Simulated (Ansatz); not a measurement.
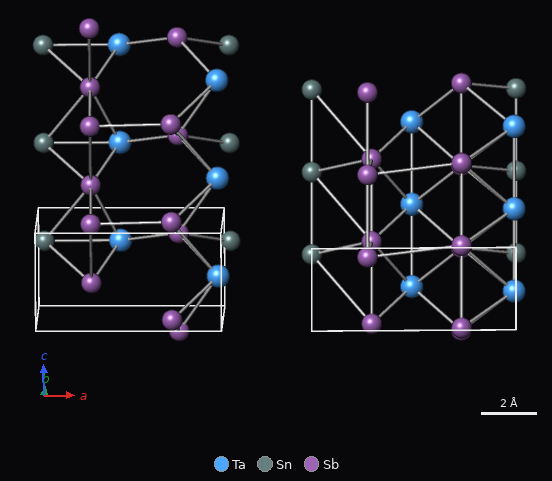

Two geometries of crystalline Ta$_{2}$SnSb$_{4}$ (built on the K2PdCl4-123 type type), drawn at one scale. One is the start of a relaxation, the other its converged end. The picture is a ball-and-stick view of the cell of the calculation, repeated 1 × 1 × 3 with one cell outlined, seen along the b axis.

Computed with DFT, PBEsol, plane waves, PAW in Ansatz 0.2.0. Set-up: plane-wave cutoff 420 eV; k-point mesh 2 × 2 × 6; occupations fermi dirac; smearing width 0.05 eV; no spin polarisation; cell and atoms relaxed; force threshold 0.01 eV/Å; at most 120 steps.

Q: Which one is relaxed?

A: The left one is the relaxed one. Case: shaken. The atom that moves furthest relative to the cell is the Sn atom (0.98 Å in a general direction near −c). By element the largest moves are Sn 0.98 Å, Sb 0.80 Å, Ta 0.65 Å. The volume changes by +0.4 %, with a 7.441 → 6.773 Å (−9.0 %), b 7.306 → 6.966 Å (−4.7 %), c 3.002 → 3.593 Å (+19.7 %), α 88.6° → 75.2°, β 89.6° → 90.2°, γ 89.7° → 87.5°. Near-neighbour distances that change, for instance: Sb–Ta 3.007 → 4.626 Å, Sb–Ta 3.402 → 4.642 Å, Sn–Ta 4.043 → 2.928 Å, Sn–Ta 3.826 → 2.778 Å. New bonds form, among them: Sn–Ta (3.83 → 2.78 Å), Sn–Ta (4.04 → 2.93 Å). Bonds break, among them: Sb–Ta (3.01 → 4.63 Å). Among the angles between lasting bonds that change: Sb–Sn–Sb 162.0° → 106.3°, Ta–Sb–Sn 84.4° → 124.6°, Ta–Sb–Ta 178.8° → 141.0°. The space group stays P1 (No. 1). Over 19 accepted moves (24 points after the start) the energy falls by 366 meV per atom. The largest force component goes from 1.7 to 0.0063 eV/Å. The pressure goes from 3.53 to −0.01 GPa. The line search rejected the trial steps at points 13, 15, 17 of the run. The SCF was repeated twice at an unchanged geometry on a basis and grid sized afresh for the cell, which shifted the energy by 9.8 meV per atom at most.

Limits of the set-up: the k-point mesh is coarse for a cell with partly filled bands.
